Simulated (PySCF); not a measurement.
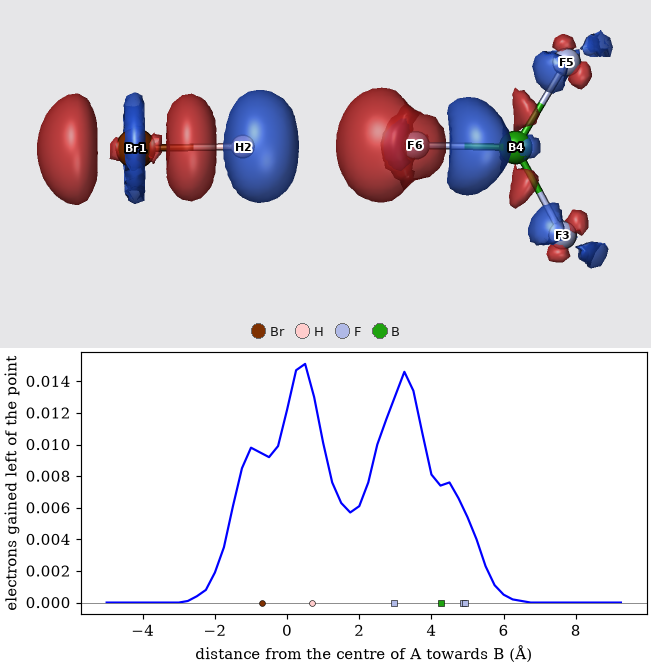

BBrF$_{3}$H, SMILES `Br.FB(F)F`. Density of the complex less the densities of the two fragments at the same geometry, ±0.002 e/Å³ (red: gain, blue: loss). Fragment A: HBr (atoms 1–2); fragment B: BF3. Below: the charge-displacement curve along the line of centres (A on the left).

PySCF calculation, TPSS/def2-SVP, gas phase; geometry: GFN2-xTB. GFN2-xTB bond lengths at metals and heavier atoms can be off by up to 0.1 Å and shapes distorted, which carries into these values.

Input script:

```python
import numpy as np
from pyscf import gto, scf, dft
from pyscf.scf import atom_ks, atom_hf
from scipy.linalg import block_diag
from pyscf.dispersion import dftd3

def solve(mol, dm0=None, hcore=None):
    mf = (dft.UKS if mol.spin else dft.RKS)(mol, xc='tpss')
    mf.grids.level = 3
    mf = mf.density_fit(auxbasis='def2-universal-jkfit')
    mf.conv_tol, mf.max_cycle = 1e-8, 80
    if hcore is not None:
        mf.get_hcore = lambda *args: hcore
    mf.kernel(dm0)
    if not mf.converged:
        mf = mf.newton().run(mf.mo_coeff, mf.mo_occ, max_cycle=30)
    assert mf.converged, 'SCF not converged'
    return mf

mol = gto.M(atom='''
Br     2.34906     0.00036     0.00164
H      0.95263    -0.02081    -0.02941
F     -3.21680     1.14508     0.00396
B     -2.60801     0.00031    -0.00059
F     -3.27497    -1.11154     0.00447
F     -1.30043    -0.03278    -0.01122
''', basis='def2-svp', charge=0, spin=0, verbose=4)
mol_a = gto.M(atom='''
Br     2.34906     0.00036     0.00164
H      0.95263    -0.02081    -0.02941
ghost-F     -3.21680     1.14508     0.00396
ghost-B     -2.60801     0.00031    -0.00059
ghost-F     -3.27497    -1.11154     0.00447
ghost-F     -1.30043    -0.03278    -0.01122
''', basis='def2-svp', charge=0, spin=0, verbose=4)
mol_b = gto.M(atom='''
ghost-Br     2.34906     0.00036     0.00164
ghost-H      0.95263    -0.02081    -0.02941
F     -3.21680     1.14508     0.00396
B     -2.60801     0.00031    -0.00059
F     -3.27497    -1.11154     0.00447
F     -1.30043    -0.03278    -0.01122
''', basis='def2-svp', charge=0, spin=0, verbose=4)
ab, a, b = solve(mol), solve(mol_a), solve(mol_b)
e_int = ab.e_tot - a.e_tot - b.e_tot
print('counterpoise-corrected interaction energy / kcal/mol', e_int * 627.5095)
def disp(atoms, charge):
    m = gto.M(atom=atoms, charge=charge, basis='sto-3g', spin=None, unit='Bohr', verbose=0)
    return dftd3.DFTD3Dispersion(m, xc='tpss', version='d3bj').get_dispersion()['energy']
e_disp = disp(mol._atom, mol.charge) - disp(mol._atom[:2], mol_a.charge) - disp(mol._atom[2:], mol_b.charge)
print('D3(BJ) part / kcal/mol', e_disp * 627.5095)
# spherically averaged free atoms, for the promolecule
atm = atom_ks.get_atm_nrks(mol, xc='tpss')
pro = block_diag(*[(atm[a[0]][2] * atm[a[0]][3]) @ atm[a[0]][2].T for a in mol._atom])
np.savez('result.npz', e_int=e_int, e_disp=e_disp, dm_a=a.make_rdm1(), dm_b=b.make_rdm1(), c=ab.mo_coeff, occ=ab.mo_occ, eps=ab.mo_energy, pro=pro, d=[f.dip_moment(verbose=0) for f in (ab, a, b)])
```

Command:

```sh
OMP_NUM_THREADS=1 python input.py
```

The run took 60 s on 1 thread of Intel(R) Xeon(R) Processor @ 2.50GHz (Skylake/Cascade Lake) (shared host), peak memory 0.44 GiB.

Partitions, critical points and surface values were worked out afterwards from this run's density.

Q: How is the density rearranged on binding?

A: Hirshfeld charges show 0.006 e passing from B to A. By Hirshfeld charges, electrons gather most on Br1 (−0.013 e) and leave H2 most (+0.007 e); 0.03 e is displaced in all, which induces a dipole of 0.33 D.

Q: What is the interaction energy, and which contacts carry it?

A: The counterpoise-corrected interaction energy of the frozen fragments is −0.5 kcal/mol without dispersion correction and −1.0 kcal/mol with D3(BJ). The pair geometry is semi-empirical, not a minimum at this level. Contacts: H2···F6, hydrogen bond, 2.25 Å, ρ = 0.010 a.u. The pose is a local one from a semi-empirical search, not shown to be the most stable.
